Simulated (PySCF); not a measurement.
```xyz
14

C     3.3508    0.4227    0.3539
C     2.3549   -0.2250    0.5418
P     0.8970   -1.1006    0.9970
P    -0.4037   -0.1520   -0.4866
C    -0.6492    1.4494    0.4157
C    -1.9748   -0.9935    0.0300
H     4.2224    0.9682    0.1369
H     1.1580   -2.2075    0.1712
H     0.2745    2.0239    0.3671
H    -0.9181    1.2843    1.4586
H    -1.4375    2.0146   -0.0789
H    -1.9344   -2.0411   -0.2639
H    -2.8068   -0.5216   -0.4899
H    -2.1337   -0.9224    1.1049
```

Geometry: GFN2-xTB.

These are results of PBE0/pcSseg-1, SCF density, gas phase, non-relativistic (PySCF 2.14.0), not measurements.

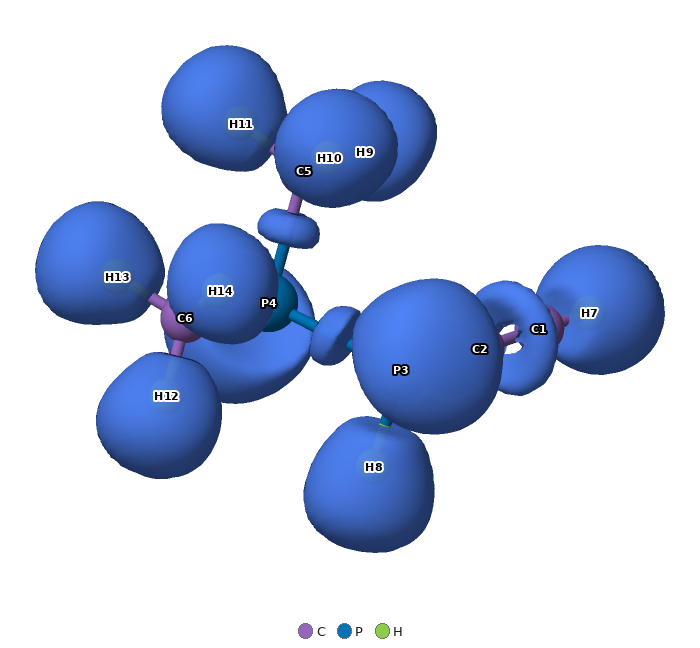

C4H8P2 (SMILES C#CPP(C)C). Isosurface of the electron localisation function at 0.85 (blue), seen at a tilt. Only the valence region is drawn (cores and ρ < 0.01 e/Å³ removed).

Q: Describe the localisation domains.

A: The ELF exceeds this value in one region between bonded C–C atoms (shared pairs), three regions between bonded C–P atoms (shared pairs), one region between bonded P–P atoms (shared pairs), eight regions around hydrogen nuclei and two lobes on P, pointing away from the bonds (lone pairs). Along the contacts the grid gives the following. C–C (1.20 Å): the ELF peaks at about 0.85 between the atoms (a short, multiple covalent bond). C–P (1.76 Å): the ELF peaks at about 0.95 between the atoms: localised, covalent bonding.
